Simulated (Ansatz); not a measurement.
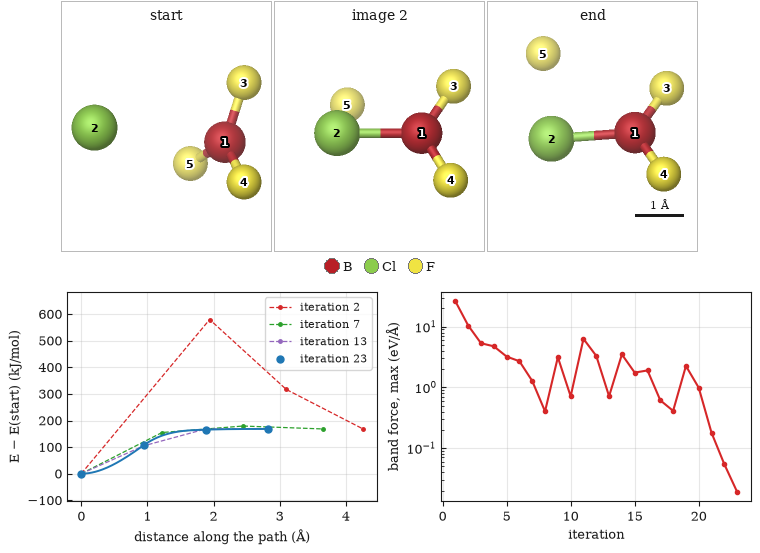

A search for the minimum-energy path of BClF3 (multiplicity 2), made up at the start of BF3 and Cl by the nudged elastic band. Images are numbered from 0 (start) to 3 (end). The plot follows the band through its iterations. The picture is a ball-and-stick view, seen at a tilt.

Theory: Ansatz 0.2.0, UKS PBE/def2-SVP.

Input file:
```yaml
crystal:
  periodic: [false, false, false]
  atoms:
    - { symbol: B, position_ang: [0.0, 0.489462, 0.682854] }
    - { symbol: Cl, position_ang: [0.0, -2.070874, 1.957709] }
    - { symbol: F, position_ang: [1.148229, 0.444033, 0.028185] }
    - { symbol: F, position_ang: [-1.148229, 0.444033, 0.028185] }
    - { symbol: F, position_ang: [0.0, 0.693346, 2.003069] }
magnetization:
  spin_polarized: true
  initial_magnetization: 1
basis:
  gaussian: { orbitals: def2-SVP }
hamiltonian:
  xc: pbe
neb:
  order_check: false
  images: 2
  f_tol: 0.05
  max_iterations: 60
  climbing: false
  final_atoms:
    - { symbol: B, position_ang: [-0.26296267, 0.05217232, 0.33962514] }
    - { symbol: Cl, position_ang: [-0.46255428, -0.96403009, 1.78410278] }
    - { symbol: F, position_ang: [0.60124149, 1.03514399, 0.32121343] }
    - { symbol: F, position_ang: [-1.01474081, -0.21487358, -0.71060331] }
    - { symbol: F, position_ang: [1.13901626, 0.09158736, 2.96566396] }
  initial_path:
    images:
      - { positions_ang: [[0.0, 0.489462, 0.682854], [0.0, -2.070874, 1.957709], [1.148229, 0.444033, 0.028185], [-1.148229, 0.444033, 0.028185], [0.0, 0.693346, 2.003069]] }
      - { positions_ang: [[0.0, 0.34266889, 0.25388047], [0.0, -0.91373008, 2.02654853], [1.14480967, 0.45356827, -0.3859031], [-1.14480967, 0.45356827, -0.3859031], [0.0, -0.33607534, 3.1913792]] }
      - { positions_ang: [[-0.08765422, 0.19690567, 0.13947085], [-0.15418476, -0.54478211, 1.96867979], [0.9624805, 0.65060526, -0.28822696], [-1.1003136, 0.23393274, -0.63216587], [0.37967209, -0.53666156, 3.51224419]] }
      - { positions_ang: [[-0.26296267, 0.05217232, 0.33962514], [-0.46255428, -0.96403009, 1.78410278], [0.60124149, 1.03514399, 0.32121343], [-1.01474081, -0.21487358, -0.71060331], [1.13901626, 0.09158736, 2.96566396]] }
```

Run as
```bash
ansatz run input.yaml --threads 2 --pin off --max-ram 3072MiB --backend cpu --events-out ev --progress --plain --runs-dir out
```

### How did the profile develop, and is the result final?

The run is converged, with reservations. The band converged in 23 iterations. The largest component of the band force went from 26 to 0.019 eV/Å. So few images resolve the path coarsely. The first iteration put the highest image at 901.2 kJ/mol. No barrier shows: the energy is highest at the end, and the end lies 168.3 kJ/mol above the start.

Limits of the set-up: the start holds two separate molecules, 2.8 Å apart at their closest, whose relative position is a soft coordinate and is computed without a dispersion correction.

The run took 76 s on 2 threads of Arm Neoverse V1 (shared host), peak memory 0.16 GiB.
